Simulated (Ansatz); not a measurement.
**Swapping H for NH2 on In: the HOMO–LUMO gap**

Gas-phase molecules. On one In centre, n of the H ligands are replaced by NH2. The HOMO–LUMO gap y in eV at wB97M-V/def2-TZVPP. Shapes: PBE0-D4/def2-TZVP. Programs: Ansatz 0.2.0.

| molecule | n | y (eV) |
| --- | --- | --- |
| InH3 | 0 | 9.94 |
| InH2(NH2) | 1 | 9.63 |
| InH(NH2)2 | 2 | ? |
| In(NH2)3 | 3 | 10.15 |

Problem. Fit y = c + s·n to the known rows and predict InH(NH2)2.

Solution. 
1. Means of the 3 rows: n = 1.33333, y = 9.907.
2. Σ(Δn)² = 4.6667, Σ(Δn·Δy) = 0.45333, so the slope is 0.45333/4.6667 = 0.097141.
3. Intercept: 9.907 − (0.097141) × 1.33333 = 9.777. The largest residual of the fit is 0.24.
4. InH(NH2)2: 9.777 + (0.097141) × 2 = 9.97 eV.

The run gave 9.90 eV, so the prediction is off by +0.07 eV, within the largest residual. The steps per swap are uneven (-0.31, +0.27, +0.25), so a line is a poor model. Other levels give for InH(NH2)2: r2SCAN-D4/def2-TZVPP 4.76; BHLYP-D4/def2-TZVPP 8.09 eV. Orbital gaps aren't excitation energies, and the LUMO depends on the basis. For atoms past krypton def2 sets carry core potentials with scalar relativity. The series isn't monotonic at this level.

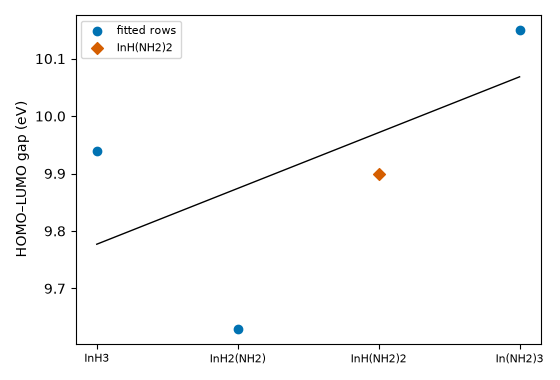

The fitted line, with the withheld member.
